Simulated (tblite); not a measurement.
Run report: C3H8O4Si2, geometry relaxation (part 2 of 2)

The same run, continued: C3H8O4Si2; GFN2-xTB geometry optimisation, gas phase (tblite 0.8.0). It belongs to a series of runs on one base structure; here: ring closed by a new Si-Si bond.

Geometry of the input (Å):
```
C  2.9657  0.1915  -0.1629
O  1.8576  0.1349  0.7112
Si 0.4371  0.1776  -0.2122
O  -0.3591  -1.3563  -0.2964
C  -1.3132  -1.4774  0.7316
C  -2.5332  -0.6724  0.5276
O  -3.5535  -1.2725  0.0573
O  -2.5887  0.7087  0.8411
Si -1.0573  1.5331  0.7555
H  2.8682  1.1244  -0.7686
H  2.9437  -0.7163  -0.8054
H  3.9003  0.2673  0.4250
H  0.7516  0.5529  -1.5694
H  -0.8620  -1.3642  1.7438
H  -1.6282  -2.5443  0.6875
H  -1.2306  2.7357  -0.1040
H  -0.6055  1.9895  2.0778
```

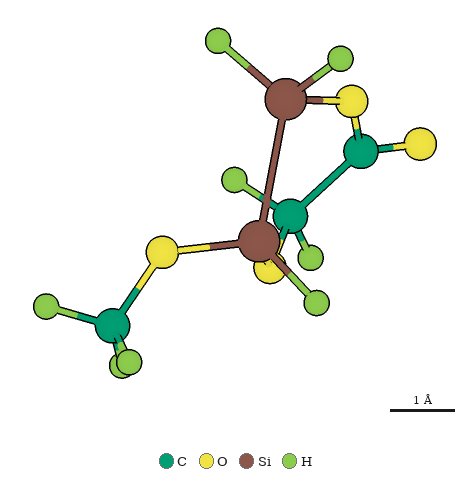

Figure 1. The geometry at step 102 of the log (ball-and-stick view, seen at a tilt).

**Trajectory as extended XYZ, continued**
```
17
Properties=species:S:1:pos:R:3:forces:R:3 step=68 energy=-826.38795
C     3.1565    0.2035   -0.1941   -0.0260  -0.0230   0.0190
O     1.8839    0.4994    0.3082    0.0050   0.0020  -0.0460
Si    0.4168    0.2872   -0.3416    0.0040   0.0100   0.0140
O    -0.2288   -1.1870   -0.0385    0.0520  -0.0510  -0.0140
C    -1.3336   -1.5322    0.7374    0.0130  -0.0140  -0.0040
C    -2.5719   -0.6535    0.5444    0.0080  -0.0080   0.0350
O    -3.6611   -1.1265    0.3777   -0.0260  -0.0260  -0.0130
O    -2.3895    0.6509    0.6244    0.0160  -0.0020  -0.0100
Si   -1.0504    1.6299    0.7667   -0.0050   0.0280   0.0060
H     3.4636    0.9837   -0.8968   -0.0110  -0.0530   0.0480
H     3.1675   -0.7597   -0.7073   -0.0030   0.0300   0.0200
H     3.8525    0.1739    0.6453   -0.0010   0.0160  -0.0320
H     0.4767    0.2279   -1.8023   -0.0070   0.0330  -0.0430
H    -1.0812   -1.4830    1.8066    0.0030   0.0030   0.0110
H    -1.6092   -2.5605    0.4866   -0.0160  -0.0240   0.0060
H    -1.5768    2.8170    0.1085    0.0010   0.0680   0.0040
H    -0.9220    1.8410    2.2145   -0.0050   0.0090  -0.0010
17
Properties=species:S:1:pos:R:3:forces:R:3 step=79 energy=-826.40166
C     3.1015    0.1240   -0.1718   -0.0140   0.0040   0.0020
O     1.8741    0.6684    0.2272    0.0130   0.0030  -0.0290
Si    0.3954    0.3952   -0.3673    0.0060  -0.0070  -0.0210
O    -0.1340   -1.1205   -0.0326   -0.0280   0.0130  -0.0150
C    -1.2407   -1.5243    0.7162    0.0100   0.0070   0.0040
C    -2.5087   -0.6811    0.5456   -0.0190  -0.0260  -0.0230
O    -3.5792   -1.1924    0.3651    0.0270   0.0080   0.0140
O    -2.3787    0.6280    0.6550   -0.0030  -0.0230  -0.0200
Si   -1.0929    1.6802    0.7766    0.0060   0.0010   0.0080
H     3.5350    0.7424   -0.9611   -0.0170  -0.0080   0.0050
H     2.9799   -0.8927   -0.5453    0.0190  -0.0010   0.0210
H     3.7705    0.1194    0.6890   -0.0040   0.0020  -0.0010
H     0.3884    0.3769   -1.8354   -0.0020  -0.0110   0.0200
H    -0.9936   -1.5038    1.7880   -0.0150   0.0090   0.0070
H    -1.4844   -2.5537    0.4336    0.0030   0.0240  -0.0120
H    -1.6649    2.8579    0.1329    0.0000  -0.0170   0.0170
H    -0.9748    1.8879    2.2239    0.0180   0.0220   0.0220
17
Properties=species:S:1:pos:R:3:forces:R:3 step=91 energy=-826.40331
C     3.0906    0.1090   -0.1648   -0.0090  -0.0130   0.0080
O     1.8755    0.7062    0.1923   -0.0060   0.0190  -0.0090
Si    0.3912    0.4220   -0.3817    0.0030  -0.0010   0.0190
O    -0.1158   -1.0981   -0.0336   -0.0140  -0.0110  -0.0070
C    -1.2205   -1.5180    0.7067   -0.0150  -0.0070   0.0090
C    -2.4967   -0.6881    0.5424    0.0090   0.0160  -0.0060
O    -3.5640   -1.2090    0.3731    0.0030  -0.0010   0.0010
O    -2.3759    0.6222    0.6478    0.0020   0.0150   0.0130
Si   -1.0989    1.6856    0.7853    0.0050  -0.0130  -0.0040
H     3.5512    0.6744   -0.9775   -0.0150   0.0030  -0.0030
H     2.9422   -0.9207   -0.4887    0.0220  -0.0150   0.0100
H     3.7492    0.1257    0.7040    0.0020   0.0110  -0.0020
H     0.3626    0.3949   -1.8482    0.0030   0.0040  -0.0090
H    -0.9816   -1.5045    1.7805    0.0090   0.0050   0.0050
H    -1.4547   -2.5461    0.4142    0.0060  -0.0100  -0.0120
H    -1.6884    2.8592    0.1545   -0.0080   0.0150  -0.0030
H    -0.9730    1.8975    2.2333    0.0030  -0.0180  -0.0090
17
Properties=species:S:1:pos:R:3:forces:R:3 step=102 energy=-826.40848
C     3.0612    0.0972   -0.1249   -0.0020  -0.0020   0.0080
O     1.8465    0.7278    0.1694    0.0090   0.0070   0.0070
Si    0.3744    0.4440   -0.4381   -0.0060  -0.0070  -0.0020
O    -0.1446   -1.0816   -0.1274   -0.0120  -0.0090  -0.0080
C    -1.2053   -1.5071    0.6734   -0.0030  -0.0050  -0.0030
C    -2.4929   -0.6891    0.5410    0.0020   0.0130   0.0180
O    -3.5582   -1.2096    0.3601    0.0190   0.0040   0.0050
O    -2.3770    0.6191    0.6876    0.0020   0.0020  -0.0260
Si   -1.0949    1.6794    0.7871    0.0060  -0.0120   0.0100
H     3.4749    0.5057   -1.0487    0.0010  -0.0030  -0.0060
H     2.9267   -0.9785   -0.2427    0.0070  -0.0010   0.0060
H     3.7497    0.2908    0.6978    0.0160   0.0070  -0.0080
H     0.3787    0.4171   -1.9041   -0.0180   0.0110   0.0160
H    -0.9218   -1.4708    1.7360    0.0140   0.0050  -0.0120
H    -1.4327   -2.5427    0.4040   -0.0180  -0.0090  -0.0030
H    -1.7187    2.8764    0.2376    0.0100  -0.0090  -0.0100
H    -0.8732    1.8340    2.2314   -0.0260   0.0070   0.0100
17
Properties=species:S:1:pos:R:3:forces:R:3 step=113 energy=-826.41148
C     3.0716    0.1052   -0.1155    0.0060   0.0010  -0.0120
O     1.8405    0.6980    0.1864    0.0100  -0.0060   0.0190
Si    0.3745    0.4260   -0.4403   -0.0230  -0.0090   0.0010
O    -0.1804   -1.0978   -0.1809   -0.0200  -0.0120   0.0110
C    -1.2178   -1.5093    0.6589    0.0070   0.0140   0.0080
C    -2.5029   -0.6834    0.5417    0.0080  -0.0010   0.0110
O    -3.5725   -1.2003    0.3779   -0.0070   0.0040   0.0060
O    -2.3785    0.6256    0.6731    0.0090  -0.0210   0.0010
Si   -1.0813    1.6651    0.7969   -0.0160  -0.0040  -0.0010
H     3.4377    0.4812   -1.0730   -0.0030  -0.0250  -0.0060
H     2.9798   -0.9805   -0.1705    0.0100   0.0130  -0.0070
H     3.7789    0.3728    0.6700   -0.0060   0.0010   0.0010
H     0.3725    0.4253   -1.9048    0.0190   0.0120  -0.0060
H    -0.9008   -1.4557    1.7104   -0.0070   0.0080   0.0160
H    -1.4630   -2.5487    0.4179    0.0220   0.0280  -0.0320
H    -1.6833    2.8722    0.2464    0.0020   0.0060  -0.0140
H    -0.8820    1.8166    2.2449   -0.0110  -0.0090   0.0070
17
Properties=species:S:1:pos:R:3:forces:R:3 step=125 energy=-826.41341
C     3.0699    0.0975   -0.1096   -0.0030  -0.0010   0.0030
O     1.8391    0.6855    0.2047    0.0150  -0.0030   0.0070
Si    0.3763    0.4361   -0.4416    0.0090   0.0110   0.0130
O    -0.2003   -1.0846   -0.2176    0.0100   0.0050  -0.0070
C    -1.2163   -1.5012    0.6443   -0.0010  -0.0090  -0.0040
C    -2.5084   -0.6843    0.5489   -0.0010  -0.0070  -0.0100
O    -3.5778   -1.2076    0.4059   -0.0070   0.0070   0.0100
O    -2.3876    0.6258    0.6704    0.0130  -0.0050  -0.0020
Si   -1.0865    1.6590    0.8059   -0.0020   0.0040  -0.0070
H     3.3908    0.4086   -1.1058   -0.0060  -0.0090   0.0130
H     2.9992   -0.9908   -0.0848   -0.0050  -0.0060  -0.0120
H     3.7998    0.4302    0.6282    0.0120   0.0130  -0.0050
H     0.4083    0.4580   -1.9056   -0.0110  -0.0010   0.0080
H    -0.8816   -1.4461    1.6903   -0.0030   0.0050   0.0060
H    -1.4558   -2.5405    0.4025   -0.0080  -0.0110  -0.0050
H    -1.6702    2.8708    0.2452   -0.0140   0.0040   0.0050
H    -0.9059    1.7956    2.2583    0.0030   0.0030  -0.0130
17
Properties=species:S:1:pos:R:3:forces:R:3 step=136 energy=-826.41425
C     3.0715    0.0884   -0.1064   -0.0050  -0.0040  -0.0020
O     1.8473    0.6855    0.2162    0.0010   0.0040   0.0010
Si    0.3834    0.4477   -0.4330   -0.0020   0.0050  -0.0020
O    -0.1971   -1.0734   -0.2234    0.0040  -0.0010   0.0060
C    -1.2124   -1.5000    0.6342   -0.0020  -0.0010  -0.0020
C    -2.5072   -0.6861    0.5502    0.0010  -0.0040  -0.0040
O    -3.5779   -1.2131    0.4327   -0.0020   0.0060   0.0000
O    -2.3869    0.6252    0.6560    0.0010  -0.0040   0.0020
Si   -1.0930    1.6653    0.8029   -0.0060  -0.0020   0.0040
H     3.3713    0.3663   -1.1183   -0.0050   0.0060  -0.0050
H     3.0000   -0.9988   -0.0488    0.0050  -0.0020   0.0070
H     3.8180    0.4450    0.6031    0.0030  -0.0020   0.0030
H     0.4154    0.4807   -1.8965    0.0010  -0.0020  -0.0020
H    -0.8798   -1.4517    1.6816    0.0030  -0.0050  -0.0030
H    -1.4495   -2.5383    0.3843   -0.0040  -0.0010  -0.0010
H    -1.6902    2.8734    0.2484    0.0030  -0.0010  -0.0020
H    -0.9200    1.7960    2.2563    0.0040   0.0070   0.0010
```

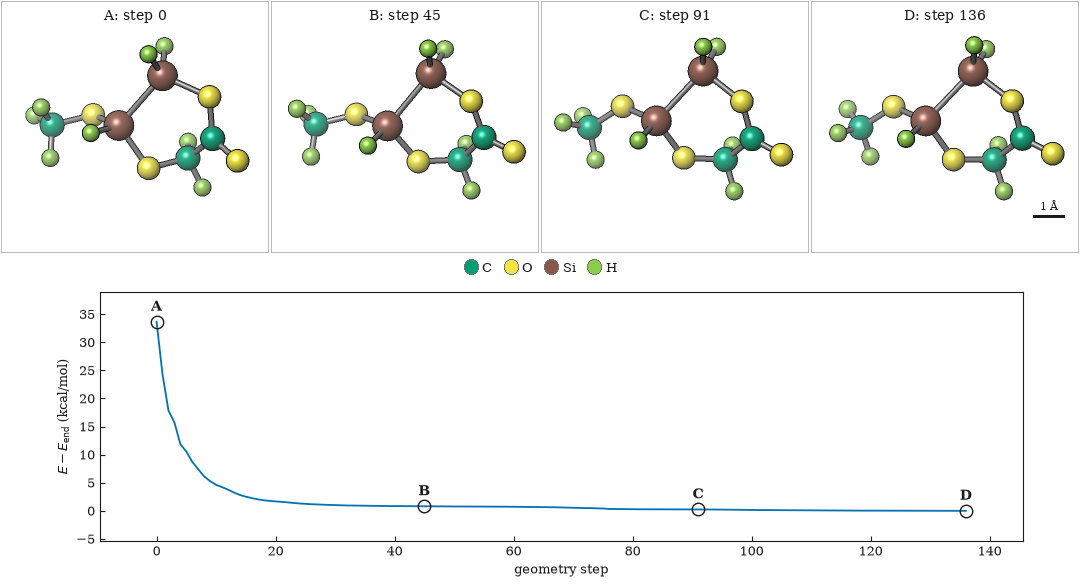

Figure 2. Frames of the relaxation (ball-and-stick view, seen at a tilt) above the curves, on which the letters mark them (steps are counted from 0).

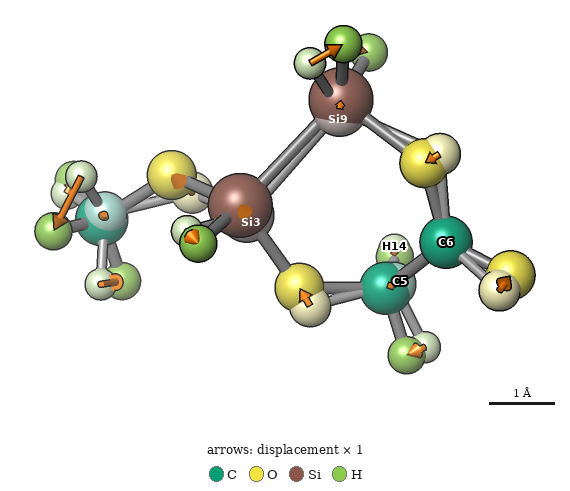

Figure 3. Start (faint) and end (solid) with the displacements as orange arrows, at true length (ball-and-stick view, seen at a tilt). The two geometries are laid on each other by the best rigid fit. The largest move after the best rigid fit is that of H10, 0.98 Å. Largest moves by element: H 0.98 Å, O 0.73 Å, Si 0.35 Å, C 0.17 Å. Among the contacts that change: C6–O8 1.417 → 1.321 Å, Si3–O4 1.730 → 1.642 Å, O2–Si3 1.695 → 1.619 Å, O8–Si9 1.741 → 1.667 Å. Among the angles that change: C1–O2–Si3 108.6° → 129.5°, C6–O8–Si9 114.6° → 134.2°, Si3–O4–C5 110.6° → 128.2°. Over 136 geometry steps the energy falls by 33.7 kcal/mol. Largest force component: 5 eV/Å at the start, 0.007 eV/Å at the end. (Atoms are counted from 1 in the order of the input.)

**Summary**

- outcome: converged
- total energy: −826.4143 eV
- hardware: 1 CPU thread, shared host
- wall time: 7.3 s (CPU time 3.9 s; the host was busy)
- peak memory: 0.18 GiB
